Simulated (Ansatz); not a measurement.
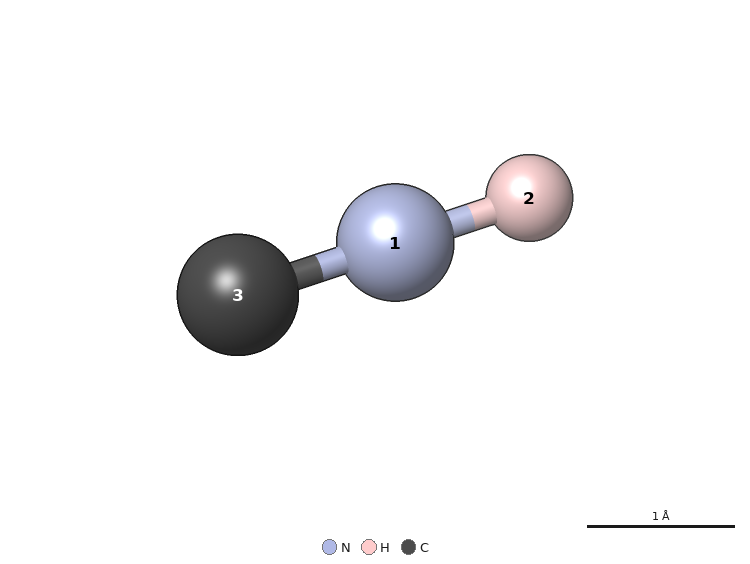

(Drawn from a calculation with Ansatz.)

Orthographic view. Distant atoms are faded towards the background colour. Geometry: a fixed input geometry, not necessarily a minimum.

Write a Z-matrix (Å, degrees) in the order of the atom numbers, with these reference atoms: 2 to 1; 3 to 1, 2.

```
N  
H    1   0.995
C    1   1.169   2   180.0
```
